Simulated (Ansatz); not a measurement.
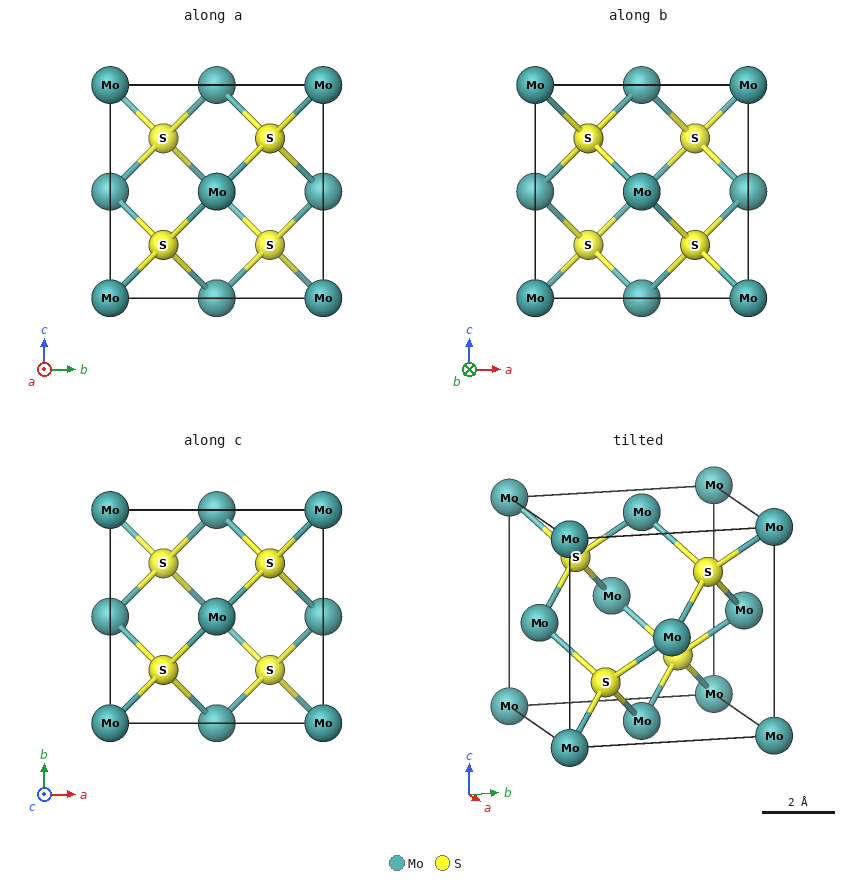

Ball-and-stick representation of a periodic structure, projected along the a axis, along the b axis, along the c axis and slightly off an axis. The conventional unit cell is drawn as a box.

Lattice parameters: a = 5.9448 Å, b = 5.9448 Å, c = 5.9448 Å, α = 90.000°, β = 90.000°, γ = 90.000°.

### Convert the drawing into a CIF with its space group and independent sites.

```cif
data_structure
_symmetry_space_group_name_H-M 'F -4 3 m'
_symmetry_Int_Tables_number 216
_cell_length_a 5.9448
_cell_length_b 5.9448
_cell_length_c 5.9448
_cell_angle_alpha 90.000
_cell_angle_beta 90.000
_cell_angle_gamma 90.000
_cell_volume 210.09
loop_
_atom_site_label
_atom_site_type_symbol
_atom_site_symmetry_multiplicity
_atom_site_Wyckoff_symbol
_atom_site_fract_x
_atom_site_fract_y
_atom_site_fract_z
_atom_site_occupancy
Mo1 Mo 4 a 0.0000 0.0000 0.0000 1
S1 S 4 d 0.2500 0.2500 0.7500 1
```

Source of the structure: a structure type filled with these elements by a generator (whether the compound takes this form wasn't checked). Earlier steps of the study, as a rule a relaxation of our own, may have changed the cell and positions, so they can lie some per cent off the listed ones. It was the input of a calculation with Ansatz.

At this level of theory the run's own cell isn't at rest (forces up to 0.6 eV/Å), so its distances can differ from those at equilibrium, the more so the softer the solid.
